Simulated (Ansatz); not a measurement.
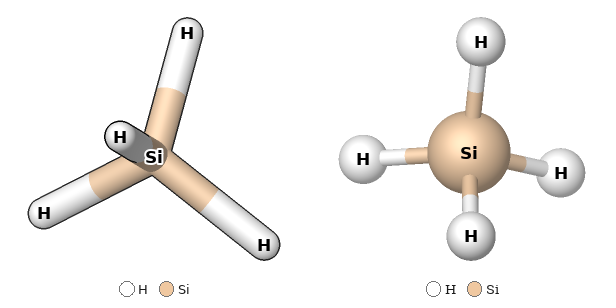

Both panels show the same species.

Describe the molecule.

It has 5 atoms: 1 silicon and 4 hydrogen (SiH₄). The point group is Td. Coordination: 1 Si tetrahedral.

The parts below concern this one geometry. Atoms keep their numbers from picture to picture. The geometry was computed by an optimisation with PBE0-D4/def2-TZVP.

**Thermal motion**

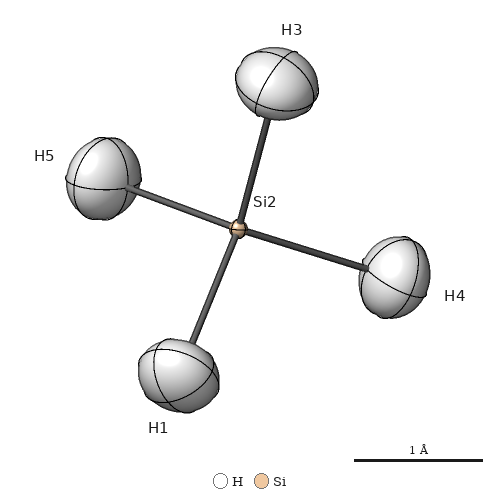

Displacement ellipsoids at the 50 % level, enlarged 2 times, from the internal vibrations of the free molecule (harmonic, no overall translation or rotation; no half-axis is drawn under 0.075 Å). Vibrations computed with RKS PBE0-D4/def2-TZVP (Ansatz 0.2.0). Temperature: 400 K.

Give the displacement parameters, one line for each set of equivalent atoms.

| atom | U_eq (Å²) | rms amplitudes (Å) |
| --- | --- | --- |
| H1, H3, H4, H5 | 0.0100 | 0.085, 0.107, 0.107 |
| Si2 | 0.00007 | 0.008, 0.008, 0.008 |

**Electronic properties**

Level of theory: RKS PBE0-D4/def2-TZVPP (Ansatz 0.2.0).

What does the calculation give?

- HOMO energy (Kohn–Sham orbital): −9.86 eV
- LUMO energy (Kohn–Sham orbital): 1.06 eV
- HOMO–LUMO gap: 10.92 eV

**Vibrations**

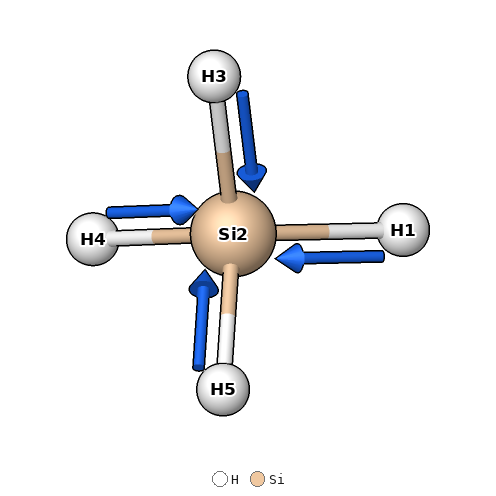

The arrows show one normal mode. Harmonic vibrations computed with RKS PBE0-D4/def2-TZVP (Ansatz 0.2.0) at a stationary point of the same level.

Describe the motion.

Mostly in-phase stretching of 4 Si–H bonds.

At what wavenumber does it lie?

2236 cm⁻¹; it is mode 6 of 9 counted from the lowest.

**Charges**

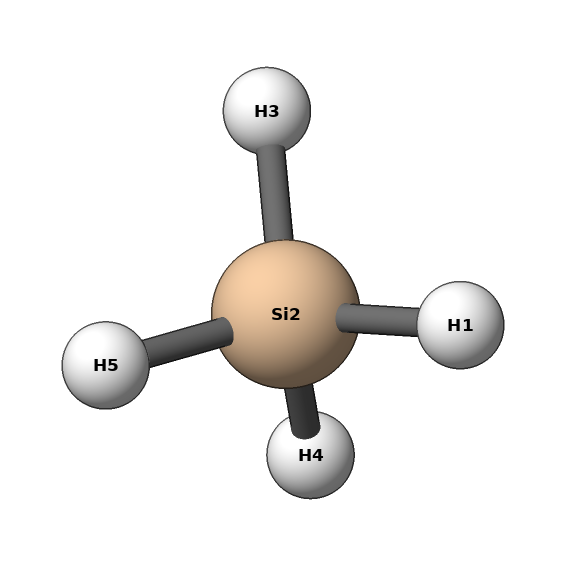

The questions are on Mulliken charges. Method: RKS PBE0-D4/def2-TZVP (Ansatz 0.2.0).

Give the Mulliken charges atom by atom.

| atom | value (e) |
| --- | --- |
| H1 | −0.02 |
| Si2 | 0.07 |
| H3 | −0.02 |
| H4 | −0.02 |
| H5 | −0.02 |

Mulliken values depend strongly on the basis set and can even reverse the polarity of a bond.
